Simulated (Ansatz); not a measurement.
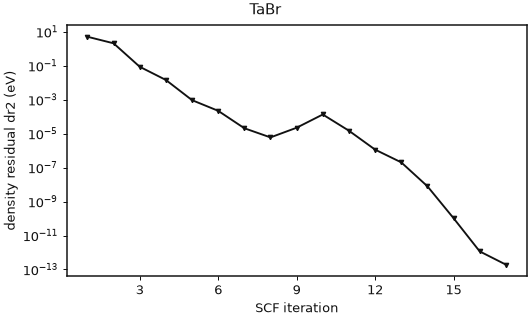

The plot shows the SCF iterations of a calculation: density residual dr2. dr2 is the charge part; the magnetisation has a residual of its own.

Program: Ansatz.

```
crystal:
  lattice:
    - [4.0097199, 0.0, 0.0]
    - [-2.00485995, 3.4725193, 0.0]
    - [0.0, 0.0, 4.12682413]
  atoms:
    - { symbol: Ta, position: [0.0, 0.0, 0.5], spin: 1.0 }
    - { symbol: Br, position: [0.0, 0.0, 0.0] }
basis:
  ecutwfc: 420
kpoints:
  mp_grid: { grid: [6, 6, 4] }
hamiltonian:
  xc: pbe
scf:
  occupations: { method: gaussian, width: 0.1 }
  lower_state_search: "off"
output:
  forces: true
  stress: true
  eigenvalues: true
  populations: true
magnetization:
  spin_polarized: true
```

Command:
```bash
ansatz run input.yaml --threads 1 --pin off --max-ram 2048MiB --backend cpu --events-out ev --progress --plain --runs-dir out
```

> Did the calculation converge?

It converged, after 17 iterations. The residual falls unevenly and jumps up by a factor of two or more twice on the way down. The program keeps the magnetisation out of the quasi-Newton mixer until iteration 7 and then restarts the mixer with it. The program put off closing at iteration 14, as the moment had not settled.

> Read the residual at the first and at the last step drawn.

It starts near 5 and ends near 2 × 10⁻¹³ eV.
